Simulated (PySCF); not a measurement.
C3H9Cl3GeSi, SMILES C[SiH](C)[CH2][Ge]([Cl])([Cl])[Cl], singlet at its GFN2-xTB optimised geometry (Å):

```
17

Si    -0.8815     1.2549     0.0000
C      1.0153     1.2549     0.0000
C     -1.5803     0.2544    -1.4541
C     -1.5257     0.4877     1.6364
Ge    -0.6261    -1.1951     2.2380
Cl    -0.3131    -2.6314     0.6854
Cl     1.2879    -0.8097     3.1068
Cl    -1.7865    -2.1931     3.7386
H     -1.4137     2.6314     0.0000
H      1.4011     0.2381    -0.0092
H      1.4131     1.7465     0.8832
H      1.4137     1.7671    -0.8703
H     -1.2558    -0.7819    -1.4110
H     -1.2510     0.6636    -2.4041
H     -2.6666     0.2592    -1.4558
H     -1.4041     1.1913     2.4565
H     -2.5858     0.2598     1.5564
```

Level of theory: CAM-B3LYP/def2-SVP in PySCF.

Map of the electron localisation function on the plane z = 1.2 Å:

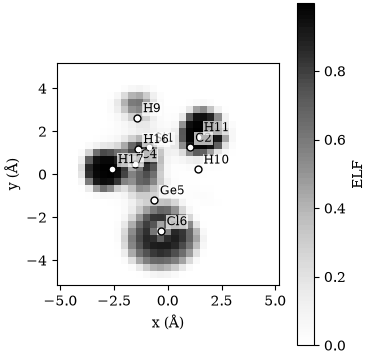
Figure. Electron localisation function on the plane z = 1.2 Å.
